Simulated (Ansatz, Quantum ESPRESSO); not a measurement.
# TlBi2 (P6/mmm): zone-centre phonons, part 2 of 3

Wanted: the vibrations of TlBi2 (P6/mmm) at Γ, by two programs.

Quantum ESPRESSO 7.5; DFT LDA, scalar-relativistic, plane waves, JTH PAW pseudopotentials.

So far. Step 2 (A probe with smearing): No gap opens on this mesh, so smearing is kept; the start stands at -3.3 GPa. The relaxed cell has a = 5.596, c = 3.262 Å (conventional setting).

### Step 5. Ground state

Perturbation theory inherits every error of the wavefunctions, so the threshold is set near the limit of the arithmetic. Smearing stays on, as the first look found no gap above 0.3 eV.

Input file scf.in:

```
&control
   calculation = 'scf'
   prefix = 'x'
   outdir = './tmp'
   pseudo_dir = './pseudo'
   tprnfor = .true.
   tstress = .true.
/
&system
   ibrav = 0
   nat = 3
   ntyp = 2
   ecutwfc = 40.0
   ecutrho = 200.0
   occupations = 'smearing'
   smearing = 'mv'
   degauss = 0.02
/
&electrons
   conv_thr = 1.0d-12
   mixing_beta = 0.7
   electron_maxstep = 100
/
ATOMIC_SPECIES
 Tl    204.3800  Tl.upf
 Bi    208.9804  Bi.upf
CELL_PARAMETERS angstrom
     5.595560447    0.000000000    0.000000000
    -2.797780224    4.845897495    0.000000000
     0.000000000    0.000000000    3.262018187
ATOMIC_POSITIONS crystal
 Tl     0.000000000   0.000000000   0.000000000
 Bi     0.666666667   0.333333333   0.500000000
 Bi     0.333333333   0.666666667   0.500000000
K_POINTS automatic
 10 10 12 0 0 0
```

Started as:

```console
OMP_NUM_THREADS=1 mpirun -n 4 pw.x -nk 4 -in scf.in > scf.out
```

The program printed:

```text
[banners, grids, parts of the stress and lines that vanish by symmetry left out]
[banner, memory and clock lines left out]
Program PWSCF v.7.5

[...]
kinetic-energy cutoff     =      40.0000  Ry
     charge density cutoff     =     200.0000  Ry
     scf convergence threshold =      1.0E-12
[...]
Exchange-correlation= SLA PW NOGX NOGC
                           (   1   4   0   0   0   0   0)
[...]
24 Sym. Ops., with inversion, found
[...]
number of k points=    98  Marzari-Vanderbilt smearing, width (Ry)=  0.0200
[...]
End of self-consistent calculation
[...]
the Fermi energy is    11.1219 ev
!    total energy              =   -2582.09309959 Ry
[...]
convergence has been achieved in   9 iterations
[...]
atom    1 type  1   force =     0.00000000    0.00000000   -0.00000000
     atom    2 type  2   force =     0.00000000    0.00000000    0.00000000
     atom    3 type  2   force =    -0.00000000   -0.00000000    0.00000000
     Total force =     0.000000     Total SCF correction =     0.000000
[...]
total   stress  (Ry/bohr**3)                   (kbar)     P=       -1.82
[...]
XML data file, charge density, pseudopotentials, collected wavefunctions
```

Wall time 52 s (4 MPI ranks of Arm Neoverse V1, shared host).

Read from the output:

```
pressure : -0.1817 GPa
```

The cell stands at -0.18 GPa, close enough for phonons.

### Step 6. Linear response at Γ

At q = 0 one unit cell holds all displacements; symmetry groups them into irreducible representations that are solved one by one. With smeared occupations no response to a homogeneous field can be asked.

Input file ph.in:

```
phonons
&inputph
   prefix = 'x'
   outdir = './tmp'
   fildyn = 'g.dyn'
   tr2_ph = 1.0d-18
   alpha_mix(1) = 0.4
   nmix_ph = 8
/
0.000000000000 0.000000000000 0.000000000000
```

Started as:

```console
OMP_NUM_THREADS=1 mpirun -n 4 ph.x -nk 4 -in ph.in > ph.out
```

The program printed:

```text
[banners, grids, parts of the stress and lines that vanish by symmetry left out]
[banner, memory and clock lines left out]
Program PHONON v.7.5

     ./tmp/x.save/

     file Tl.upf: wavefunction(s)  0S 6P 0P 5D 0D renormalized
     file Bi.upf: wavefunction(s)  6S 0S 6P 0P 5D 0D renormalized

     IMPORTANT: XC functional enforced from input :
     Exchange-correlation= PW
                           (   1   4   0   0   0   0   0)
     Any further DFT definition will be discarded
     Please, verify this is what you really want

     G-vector sticks info

     Reading collected, re-writing distributed wavefunctions in ./tmp/

     Number and degeneracy of irreps per q-point
       N         xq(1)         xq(2)         xq(3)   N irreps
       1   0.000000000   0.000000000   0.000000000       6
        1   2   1   1   2   2

     Calculation of q =    0.0000000   0.0000000   0.0000000

     phonons

     bravais-lattice index     =            0
     lattice parameter (alat)  =      10.5741  a.u.
     unit-cell volume          =     596.8989 (a.u.)^3
     number of atoms/cell      =            3
     number of atomic types    =            2
     kinetic-energy cut-off    =      40.0000  Ry
     charge density cut-off    =     200.0000  Ry
     convergence threshold     =      1.0E-18
     beta                      =       0.4000
     number of iterations used =            8
     Exchange-correlation= PW
                           (   1   4   0   0   0   0   0)

     celldm(1)=   10.57408  celldm(2)=    0.00000  celldm(3)=    0.00000
     celldm(4)=    0.00000  celldm(5)=    0.00000  celldm(6)=    0.00000

     crystal axes: (cart. coord. in units of alat)
               a(1) = (  1.0000  0.0000  0.0000 )
               a(2) = ( -0.5000  0.8660  0.0000 )
               a(3) = (  0.0000  0.0000  0.5830 )

     reciprocal axes: (cart. coord. in units 2 pi/alat)
               b(1) = (  1.0000  0.5774 -0.0000 )
               b(2) = (  0.0000  1.1547  0.0000 )
               b(3) = (  0.0000 -0.0000  1.7154 )

     Atoms inside the unit cell:

     Cartesian axes

     site n.  atom      mass           positions (alat units)
        1  Tl    204.3800   tau(    1) = (    0.00000    0.00000    0.00000  )
        2  Bi    208.9804   tau(    2) = (    0.50000    0.28868    0.29148  )
        3  Bi    208.9804   tau(    3) = (   -0.00000    0.57735    0.29148  )

     Computing dynamical matrix for
                    q = (   0.0000000   0.0000000   0.0000000 )

     25 Sym.Ops. (with q -> -q+G )

     G cutoff =  566.4416  (  28581 G-vectors)     FFT grid: ( 48, 48, 27)
     G cutoff =  453.1533  (  20485 G-vectors)  smooth grid: ( 45, 45, 25)

     number of k points=    98  Marzari-Vanderbilt smearing, width (Ry)=  0.0200
                       cart. coord. in units 2pi/alat
        k(    1) = (   0.0000000   0.0000000   0.0000000), wk =   0.0016667
        k(    2) = (   0.0000000   0.0000000   0.1429473), wk =   0.0033333
        k(    3) = (   0.0000000   0.0000000   0.2858946), wk =   0.0033333
        [... further k-points left out ...]

     PseudoPot. # 1 for Tl read from file:
     ./pseudo/Tl.upf
     Pseudo is Projector augmented-wave + core cor, Zval = 13.0
     Shape of augmentation charge: BESSEL
     Using radial grid of 1129 points,  6 beta functions with:
                l(1) =   0
                l(2) =   0
                l(3) =   1
                l(4) =   1
                l(5) =   2
                l(6) =   2
     Q(r) pseudized with 0 coefficients

     PseudoPot. # 2 for Bi read from file:
     ./pseudo/Bi.upf
     Pseudo is Projector augmented-wave + core cor, Zval = 15.0
     Shape of augmentation charge: BESSEL
     Using radial grid of 1131 points,  6 beta functions with:
                l(1) =   0
                l(2) =   0
                l(3) =   1
                l(4) =   1
                l(5) =   2
                l(6) =   2
     Q(r) pseudized with 0 coefficients

     Mode symmetry, D_6h(6/mmm) point group:

     Atomic displacements:
     There are    6 irreducible representations

     Representation     1      1 modes -  To be done

     Representation     2      2 modes -  To be done

     Representation     3      1 modes -  To be done

     Representation     4      1 modes -  To be done

     Representation     5      2 modes -  To be done

     Representation     6      2 modes -  To be done

     Alpha used in Ewald sum =   1.8000

     Representation #   1 mode #   1

     Self-consistent Calculation
      iter #   1   av.it.:   8.8
      thresh= 1.000E-02 alpha_mix =  0.400 |ddv_scf|^2 =  6.238E-06
      iter #   2   av.it.:  14.3
      thresh= 2.498E-04 alpha_mix =  0.400 |ddv_scf|^2 =  9.115E-07
      iter #   3   av.it.:  15.9
      thresh= 9.547E-05 alpha_mix =  0.400 |ddv_scf|^2 =  5.306E-09
      iter #   4   av.it.:  16.4
      thresh= 7.284E-06 alpha_mix =  0.400 |ddv_scf|^2 =  1.890E-11
      iter #   5   av.it.:  16.6
      thresh= 4.348E-07 alpha_mix =  0.400 |ddv_scf|^2 =  4.556E-12
      iter #   6   av.it.:  15.6
      thresh= 2.134E-07 alpha_mix =  0.400 |ddv_scf|^2 =  4.354E-15
      iter #   7   av.it.:  15.5
      thresh= 6.599E-09 alpha_mix =  0.400 |ddv_scf|^2 =  6.078E-16
      iter #   8   av.it.:  15.2
      thresh= 2.465E-09 alpha_mix =  0.400 |ddv_scf|^2 =  1.406E-18
      iter #   9   av.it.:  16.1
      thresh= 1.186E-10 alpha_mix =  0.400 |ddv_scf|^2 =  1.043E-20

     End of self-consistent calculation

     Convergence has been achieved

     Representation #   2 modes #   2   3

     Self-consistent Calculation
      iter #   1   av.it.:  10.5
      thresh= 1.000E-02 alpha_mix =  0.400 |ddv_scf|^2 =  1.413E-05
      iter #   2   av.it.:  17.4
      thresh= 3.759E-04 alpha_mix =  0.400 |ddv_scf|^2 =  8.291E-08
      iter #   3   av.it.:  18.1
      thresh= 2.879E-05 alpha_mix =  0.400 |ddv_scf|^2 =  2.026E-08
      iter #   4   av.it.:  19.7
      thresh= 1.423E-05 alpha_mix =  0.400 |ddv_scf|^2 =  1.487E-10
      iter #   5   av.it.:  20.6
      thresh= 1.219E-06 alpha_mix =  0.400 |ddv_scf|^2 =  9.987E-13
[...]
End of self-consistent calculation

     Convergence has been achieved

     Representation #   3 mode #   4

     Self-consistent Calculation
[...]
End of self-consistent calculation

     Convergence has been achieved

     Representation #   4 mode #   5

     Self-consistent Calculation
[...]
End of self-consistent calculation

     Convergence has been achieved

     Representation #   5 modes #   6   7

     Self-consistent Calculation
[...]
End of self-consistent calculation

     Convergence has been achieved

     Representation #   6 modes #   8   9

     Self-consistent Calculation
[...]
iter #   4   av.it.:  18.6
      thresh= 1.590E-05 alpha_mix =  0.400 |ddv_scf|^2 =  6.110E-09
      iter #   5   av.it.:  17.5
      thresh= 7.816E-06 alpha_mix =  0.400 |ddv_scf|^2 =  9.708E-11
      iter #   6   av.it.:  19.5
      thresh= 9.853E-07 alpha_mix =  0.400 |ddv_scf|^2 =  1.778E-12
      iter #   7   av.it.:  19.6
      thresh= 1.333E-07 alpha_mix =  0.400 |ddv_scf|^2 =  2.194E-13
      iter #   8   av.it.:  19.8
      thresh= 4.684E-08 alpha_mix =  0.400 |ddv_scf|^2 =  1.460E-15
      iter #   9   av.it.:  19.4
      thresh= 3.821E-09 alpha_mix =  0.400 |ddv_scf|^2 =  1.427E-17
      iter #  10   av.it.:  19.0
      thresh= 3.778E-10 alpha_mix =  0.400 |ddv_scf|^2 =  2.070E-19

     End of self-consistent calculation

     Convergence has been achieved

     Number of q in the star =    1
     List of q in the star:
          1   0.000000000   0.000000000   0.000000000

     Diagonalizing the dynamical matrix

     q = (    0.000000000   0.000000000   0.000000000 )

 **************************************************************************
     freq (    1) =       0.017732 [THz] =       0.591491 [cm-1]
     freq (    2) =       0.017732 [THz] =       0.591491 [cm-1]
     freq (    3) =       0.025997 [THz] =       0.867168 [cm-1]
     freq (    4) =       0.793181 [THz] =      26.457655 [cm-1]
     freq (    5) =       0.910974 [THz] =      30.386825 [cm-1]
     freq (    6) =       1.679165 [THz] =      56.010903 [cm-1]
     freq (    7) =       1.679165 [THz] =      56.010903 [cm-1]
     freq (    8) =       2.454761 [THz] =      81.882028 [cm-1]
     freq (    9) =       2.454761 [THz] =      81.882028 [cm-1]
 **************************************************************************

     Mode symmetry, D_6h(6/mmm) point group:

     freq (   1-   2) =          0.6  [cm-1]   --> E_1u            I
     freq (   3-   3) =          0.9  [cm-1]   --> A_2u            I
     freq (   4-   4) =         26.5  [cm-1]   --> B_1g
     freq (   5-   5) =         30.4  [cm-1]   --> A_2u            I
     freq (   6-   7) =         56.0  [cm-1]   --> E_1u            I
     freq (   8-   9) =         81.9  [cm-1]   --> E_2g            R
```

Run time: 22 min. Hardware: 4 MPI ranks; 89 min of CPU time.

Read from the output:

```
largest acoustic frequency at the zone centre before the sum rule : 0.87 cm⁻¹
highest optical zone-centre mode (no LO-TO term)                  : 81.88 cm⁻¹
lowest optical zone-centre mode                                   : 26.46 cm⁻¹
```

The acoustic modes at Γ come out as far as 0.9 cm⁻¹ from zero, where they should vanish, a small numerical error.

### Step 7. Zone-centre analysis

A rigid shift of the crystal must cost nothing, but grids and finite bases break this; the acoustic sum rule is imposed before the matrix is diagonalised again.

Input file dynmat.in:

```
&input
   fildyn = 'g.dyn'
   asr = 'crystal'
   fileig = 'dynmat.eig'
/
```

Started as:

```console
dynmat.x -in dynmat.in > dynmat.out
```

The program printed:

```text
[banner, memory and clock lines left out]
Program DYNMAT v.7.5

     Reading Dynamical Matrix from file g.dyn
     ...Force constants read
     ...epsilon and Z* not read (not found on file)
     Acoustic Sum Rule: || Z*(ASR) - Z*(orig)|| =    0.000000E+00
     Acoustic Sum Rule: ||dyn(ASR) - dyn(orig)||=    3.640029E-05
     A direction for q was not specified:TO-LO splitting will be absent

     Polarizability (A^3 units)
     multiply by 1.000000 for Clausius-Mossotti correction
         0.000000    0.000000    0.000000
         0.000000    0.000000    0.000000
         0.000000    0.000000    0.000000

     IR activities are in (D/A)^2/amu units

# mode   [cm-1]    [THz]      IR
    1     -0.00   -0.0000    0.0000
    2      0.00    0.0000    0.0000
    3      0.00    0.0000    0.0000
    4     26.46    0.7932    0.0000
    5     30.39    0.9110    0.0000
    6     56.01    1.6792    0.0000
    7     56.01    1.6792    0.0000
    8     81.88    2.4548    0.0000
    9     81.88    2.4548    0.0000

[end of the log left out, with the tail of the file of modes that dynmat.x writes under the same name]
```

Elapsed: 0.46 s, on 1 thread.

Unit eigenvectors of the mass-weighted matrix after the sum rule; no LO-TO term. The modes at Γ (shares of kinetic energy by element, %):

```tsv
mode	frequency (cm⁻¹)	symmetry	Tl %	Bi %
1	0.0	acoustic	33	67
2	0.0	acoustic	33	67
3	0.0	acoustic	33	67
4	26.5	B1g	0	100
5	30.4	A2u	67	33
6	56.0	E1u	67	33
7	56.0	E1u	67	33
8	81.9	E2g	0	100
9	81.9	E2g	0	100
```

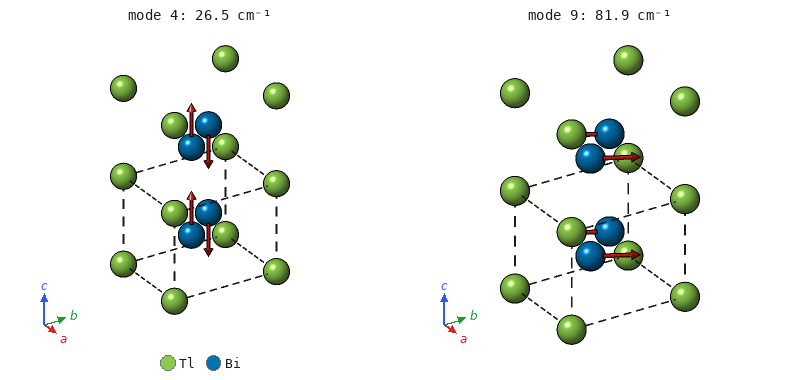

Displacement patterns of modes 4 and 9 at Γ; arrows are exaggerated. 1×1×2 cells are drawn. Some periodic images of atoms are drawn too.

The rule moves no optical mode by more than 0.1 cm⁻¹.

### Step 8. Sum rules set otherwise (asr simple)

The rule can be imposed in more than one way; the choices should agree where the raw error is small.

Input file dynmat.in:

```
&input
   fildyn = 'g.dyn'
   asr = 'simple'
   fileig = 'dynmat.eig'
/
```

Started as:

```console
dynmat.x -in dynmat.in > dynmat.out
```

The program printed:

```text
[banner, memory and clock lines left out]
Program DYNMAT v.7.5

     Reading Dynamical Matrix from file g.dyn
     ...Force constants read
     ...epsilon and Z* not read (not found on file)
     A direction for q was not specified:TO-LO splitting will be absent

     Polarizability (A^3 units)
     multiply by 1.000000 for Clausius-Mossotti correction
         0.000000    0.000000    0.000000
         0.000000    0.000000    0.000000
         0.000000    0.000000    0.000000

     IR activities are in (D/A)^2/amu units

# mode   [cm-1]    [THz]      IR
    1     -0.00   -0.0000    0.0000
    2      0.00    0.0000    0.0000
    3      0.00    0.0000    0.0000
    4     26.43    0.7923    0.0000
    5     30.39    0.9110    0.0000
    6     56.01    1.6792    0.0000
    7     56.01    1.6792    0.0000
    8     81.88    2.4546    0.0000
    9     81.88    2.4546    0.0000

cm-1]
[end of the log left out, with the tail of the file of modes that dynmat.x writes under the same name]
```

It took 0.46 s on 1 thread.

Numbers from this step:

* lowest optical zone-centre mode: 26.43 cm⁻¹

Zone-centre frequencies as printed; negative means imaginary. Modes:

```tsv
mode	frequency (cm⁻¹)
1	0
2	0
3	0
4	26.43
5	30.39
6	56.01
7	56.01
8	81.88
9	81.88
```

Against the first rule no mode moves by more than 0.1 cm⁻¹.

### Step 9. Sum rules set otherwise (asr no)

Without the rule the raw error of the acoustic modes shows.

Input file dynmat.in:

```
&input
   fildyn = 'g.dyn'
   asr = 'no'
   fileig = 'dynmat.eig'
/
```

Started as:

```console
dynmat.x -in dynmat.in > dynmat.out
```

The program printed:

```text
[banner, memory and clock lines left out]
Program DYNMAT v.7.5

     Reading Dynamical Matrix from file g.dyn
     ...Force constants read
     ...epsilon and Z* not read (not found on file)
     A direction for q was not specified:TO-LO splitting will be absent

     Polarizability (A^3 units)
     multiply by 1.000000 for Clausius-Mossotti correction
         0.000000    0.000000    0.000000
         0.000000    0.000000    0.000000
         0.000000    0.000000    0.000000

     IR activities are in (D/A)^2/amu units

# mode   [cm-1]    [THz]      IR
    1      0.59    0.0177    0.0000
    2      0.59    0.0177    0.0000
    3      0.87    0.0260    0.0000
    4     26.46    0.7932    0.0000
    5     30.39    0.9110    0.0000
    6     56.01    1.6792    0.0000
    7     56.01    1.6792    0.0000
    8     81.88    2.4548    0.0000
    9     81.88    2.4548    0.0000

cm-1]
[end of the log left out, with the tail of the file of modes that dynmat.x writes under the same name]
```

Wall time 0.46 s (1 thread).

Numbers from this step:

```
lowest optical zone-centre mode : 26.46 cm⁻¹
```

Zone-centre frequencies as printed; negative means imaginary. Modes:

```tsv
mode	frequency (cm⁻¹)
1	0.59
2	0.59
3	0.87
4	26.46
5	30.39
6	56.01
7	56.01
8	81.88
9	81.88
```

Against the first rule no mode moves by more than 0.9 cm⁻¹.

(Continued in part 3 of 3.)

[Host names and launcher messages were left out of these logs when they were recorded.]

[Logs are printed without paths, hosts, clocks, repeated set-up lines and the standing remarks that a program may print on its own settings, such as how far it seeks lower states.]

[Hosts, paths, dates, database ids (printed as entryN), source tags and the programs' standing remarks are cut or masked in the printed files.]
